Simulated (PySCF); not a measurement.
```csv
atom,x (Å),y (Å),z (Å)
C,-0.9770,1.3210,-1.3130
C,-0.1629,0.4950,-0.6734
O,1.0035,0.0936,-1.1263
Si,2.0599,-0.9801,-0.4247
O,2.5257,-0.5558,1.0604
O,-0.4328,-0.0558,0.5899
C,-1.7000,-0.0584,1.0456
F,-1.7920,-0.9933,2.0040
F,-2.0248,1.1142,1.6433
H,-0.6912,1.6893,-2.2782
H,-1.8964,1.6776,-0.8932
H,3.2120,-0.7585,-1.2692
H,1.4292,-2.2964,-0.4369
H,1.9071,-0.4235,1.7762
H,-2.4647,-0.2609,0.2736
```

Geometry: GFN2-xTB.

Method: PBE0/pcSseg-1, SCF density, gas phase, non-relativistic (PySCF 2.14.0).

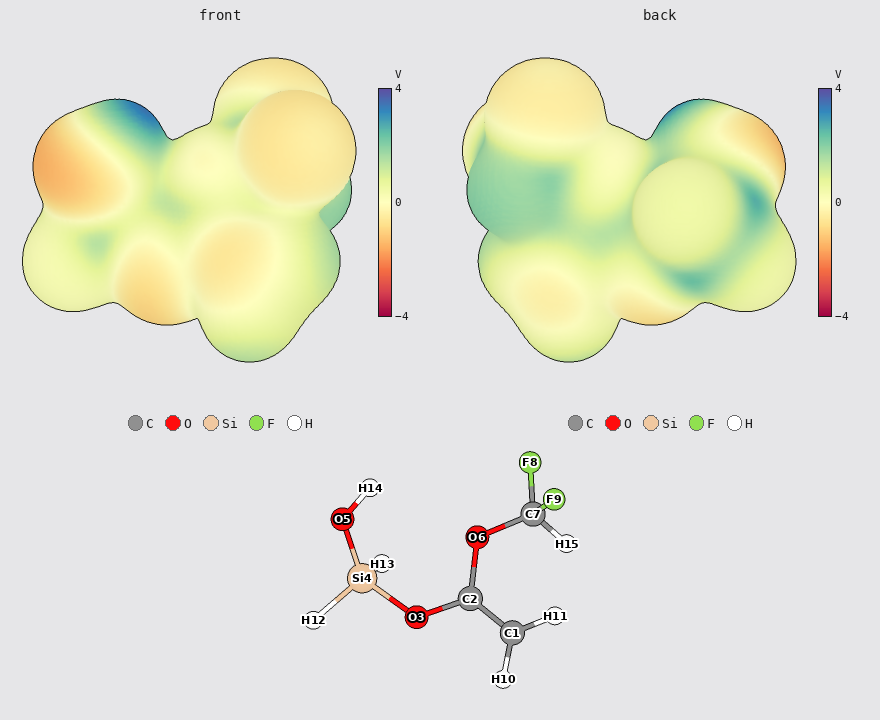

C$_{3}$H$_{6}$F$_{2}$O$_{3}$Si. The molecular electrostatic potential painted on the density surface at 0.004 e/bohr³, seen from the front and from behind; red is negative and blue positive. The bare structure is drawn below in the same view.

Which sites attract a positive test charge, and which a negative one?

A positive charge is drawn to the negative regions and a negative charge to the positive ones. The most negative region (about −1.5 V) lies over O5, the most positive (about +3.1 V) over H14. O5 is the likeliest acceptor of a hydrogen bond.

What dipole moment does the calculation give?

Its dipole moment is 1.57 D.
